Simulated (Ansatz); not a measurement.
# Calculations on GaH₅O

**1. Relaxation**

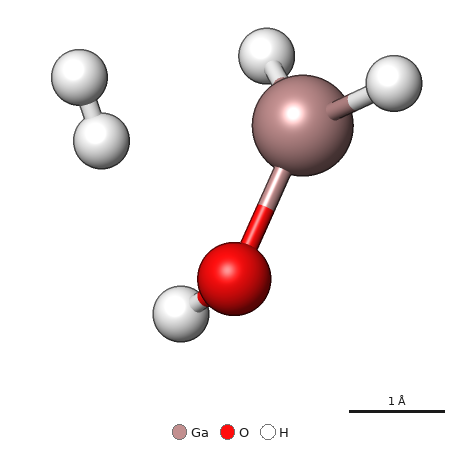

Starting structure of GaH$_{5}$O. Style: ball-and-stick. Shown at a tilt.

The run prepares an end point of a later path (reaction) calculation, from a guessed geometry.

The calculation used RKS B3LYP-D4/def2-SVP in Ansatz.

Input
```yaml
crystal:
  periodic: [false, false, false]
  atoms:
    - { symbol: Ga, position_ang: [-0.048214, -0.23648, 0.037128] }
    - { symbol: O, position_ang: [0.008539, -0.330024, 1.830867] }
    - { symbol: H, position_ang: [-0.841606, -0.373749, 2.288186] }
    - { symbol: H, position_ang: [1.382319, -0.268634, -0.588264] }
    - { symbol: H, position_ang: [-1.451205, -0.157854, -0.659911] }
    - { symbol: H, position_ang: [0.079722, 2.393145, 0.905819] }
    - { symbol: H, position_ang: [0.109545, 1.836195, 1.361075] }
basis:
  gaussian: { orbitals: def2-SVP }
hamiltonian:
  xc: b3lyp
  dispersion: d4
relax:
  f_tol: 0.03
  max_steps: 50
```

Launched with:
```bash
ansatz run input.yaml --threads 1 --pin off --max-ram 2048MiB --backend cpu --events-out ev --progress --plain --runs-dir out
```

Q: What does the optimiser find from here?

A: The energy falls by 9.02 kJ/mol in 5 accepted moves (6 points after the start). Largest force component: 1.5 eV/Å at the start, 0.015 eV/Å at the end. The line search rejected the trial step at point 4 of the run. The largest moves after the best rigid fit, 0.30 Å, are those of H6 and H7. By element the largest moves are H 0.30 Å, O 0.18 Å, Ga 0.11 Å. Among the contacts that change: H6–H7 0.720 → 0.762 Å.

The structure at the end:

```xyz
7

Ga   -0.0524   -0.3491    0.0354
O    -0.0056   -0.5087    1.8264
H    -0.8712   -0.5098    2.2554
H     1.3658   -0.3567   -0.6145
H    -1.4559   -0.2389   -0.6580
H     0.1188    2.6930    0.9073
H     0.1396    2.1328    1.4229
```

After the run, drawn alike:

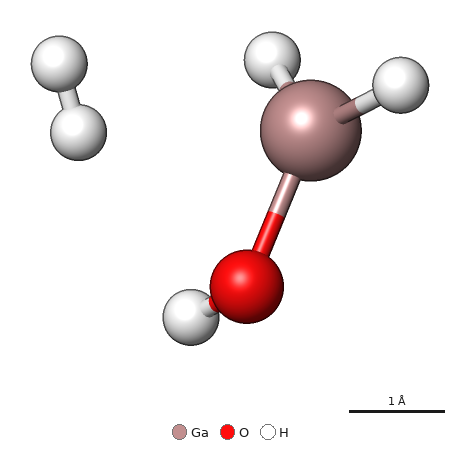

Limits of the set-up: the start holds two separate molecules, 2.2 Å apart at their closest, whose relative position is a soft coordinate.

**2. Relaxation**

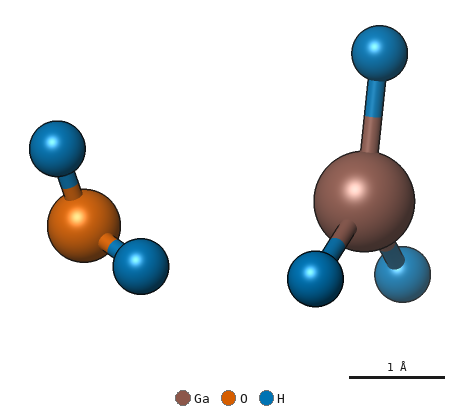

This is the input geometry for a relaxation of GaH5O. A ball-and-stick model, seen at a tilt.

The run prepares an end point of a later path (reaction) calculation, from a guessed geometry.

Method: RKS B3LYP-D4/def2-SVP in Ansatz.

Input
```yaml
crystal:
  periodic: [false, false, false]
  atoms:
    - { symbol: Ga, position_ang: [0.054307, 0.438684, -0.498112] }
    - { symbol: O, position_ang: [-0.015214, 0.071445, 2.454354] }
    - { symbol: H, position_ang: [-0.95113, -0.048534, 2.670607] }
    - { symbol: H, position_ang: [1.424736, -0.133552, -1.00109] }
    - { symbol: H, position_ang: [-1.327937, -0.19994, -0.892589] }
    - { symbol: H, position_ang: [0.040561, 1.753049, 0.371311] }
    - { symbol: H, position_ang: [0.013777, 0.981449, 2.07042] }
basis:
  gaussian: { orbitals: def2-SVP }
hamiltonian:
  xc: b3lyp
  dispersion: d4
relax:
  f_tol: 0.03
  max_steps: 50
```

Launched with:
```bash
ansatz run input.yaml --threads 1 --pin off --max-ram 2048MiB --backend cpu --events-out ev --progress --plain --runs-dir out
```

**Predict the outcome.**

The largest move after the best rigid fit is that of H6, 0.54 Å. Largest moves by element: H 0.54 Å, O 0.52 Å, Ga 0.28 Å. Some distances before and after: Ga1–O2 2.976 → 2.203 Å, O2–H7 0.988 → 0.969 Å, Ga1–H5 1.573 → 1.584 Å, Ga1–H6 1.576 → 1.585 Å. New bonds form, among them: Ga1–O2 (2.98 → 2.20 Å). Bond angles that change, for instance: H4–Ga1–H5 122.6° → 119.5°, H3–O2–H7 103.3° → 106.2°. After 7 geometry steps the energy has fallen by 45.5 kJ/mol. The largest force component goes from 0.68 to 0.025 eV/Å.

Step by step:

```tsv
step	E − E(0), kJ/mol	largest force component, eV/Å
0	0.00	0.6825
1	-6.54	1.9865
2	-22.18	2.3430
3	-38.50	0.6718
4	-42.76	0.2435
5	-44.05	0.2814
6	-45.46	0.0329
7	-45.48	0.0246
```

Final geometry:

```xyz
7

Ga    0.0181    0.4954   -0.2249
O    -0.0196    0.0862    1.9390
H    -0.8982   -0.2333    2.1938
H     1.3575   -0.2342   -0.6154
H    -1.3685   -0.2205   -0.4978
H     0.0176    2.0731   -0.0691
H     0.1322    0.8959    2.4493
```

The end point in the same view:

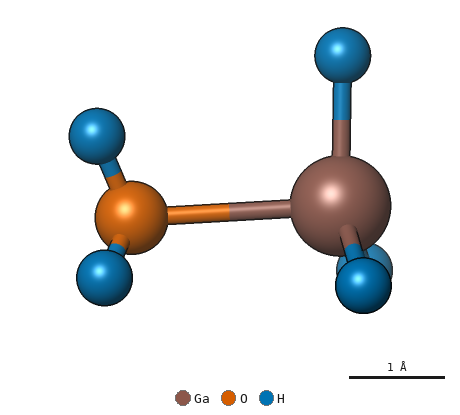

**3. Path**

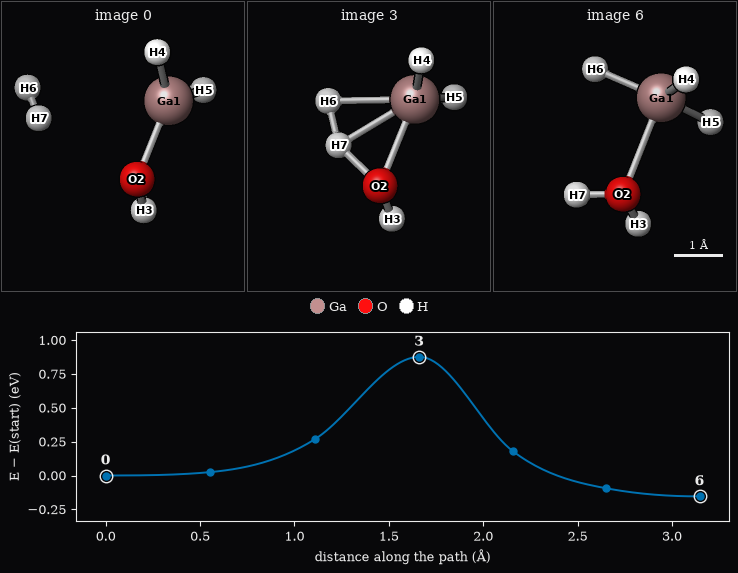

NEB run on GaH5O, made up at the start of GaH3O and H₂. Images are numbered from 0 (start) to 6 (end). A ball-and-stick model, seen at a tilt.

All numbers below come from RKS B3LYP-D4/def2-SVP (Ansatz). Settings: 5 movable images; climbing image; force threshold 0.05 eV/Å; iteration limit 60; starting path through a guess of the saddle point.

Q: Read off the barrier and say what moves.

A: Breaking: H6–H7 (0.76 → 1.00 at the top → 2.78 Å). Forming: Ga1–H6 (3.17 → 1.87 at the top → 1.59 Å), O2–H7 (2.68 → 1.32 at the top → 0.97 Å). The energy climbs by 0.88 eV to image 3 and then falls by 1.03 eV, so the end point sits at −0.15 eV. The band converged in 8 iterations. The largest component of the band force went from 3 to 0.019 eV/Å. The climbing image converged on the top of the path. Its vibrational analysis gives one imaginary mode (1255i cm⁻¹), as a transition state must have.

Limits of the set-up: the start holds two separate molecules, 2.7 Å apart at their closest, whose relative position is a soft coordinate.

Cost: 99 s on 1 thread of Arm Neoverse V1 (shared host), peak memory 0.14 GiB.
